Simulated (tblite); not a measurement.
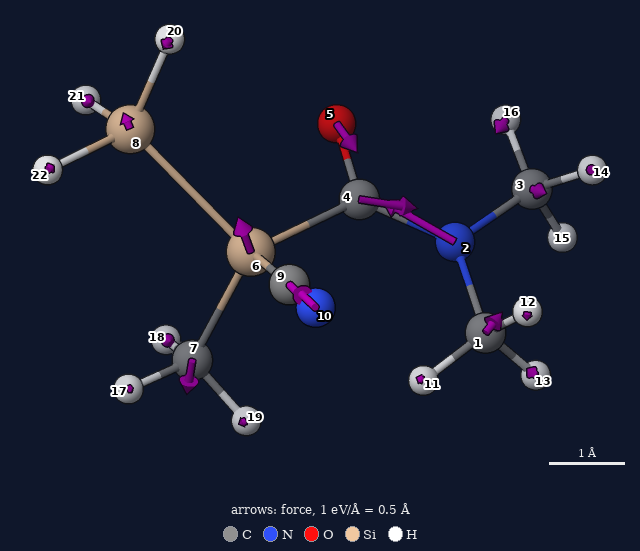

Starting geometry of C5H12N2OSi2 with the computed forces as purple arrows. A ball-and-stick model, seen at a tilt.

The calculation used GFN2-xTB geometry optimisation, gas phase in tblite 0.8.0. 

What follows when this structure is relaxed?

It isn't relaxed: the largest force vector, on N2, is 2.33 eV/Å. The final displacements have little in common with the starting forces (cosine between the two patterns 0.11). The largest move after the best rigid fit is that of H13, 0.60 Å. Largest moves by element: H 0.60 Å, O 0.31 Å, N 0.27 Å, C 0.23 Å, Si 0.21 Å. Some distances before and after: N2–C4 1.402 → 1.342 Å, Si6–C7 1.861 → 1.913 Å, C4–Si6 1.901 → 1.931 Å, Si8–H20 1.485 → 1.460 Å. Among the angles between lasting bonds that change: Si8–Si6–C9 104.9° → 116.7°, C7–Si6–Si8 108.1° → 118.6°, C4–Si6–Si8 109.2° → 99.9°. Groups turn about C1–N2 by about 25°. Over 134 geometry steps the energy falls by 0.299 eV. The run took 2.8 s on 1 thread of Arm Neoverse N1, with other jobs on the host.
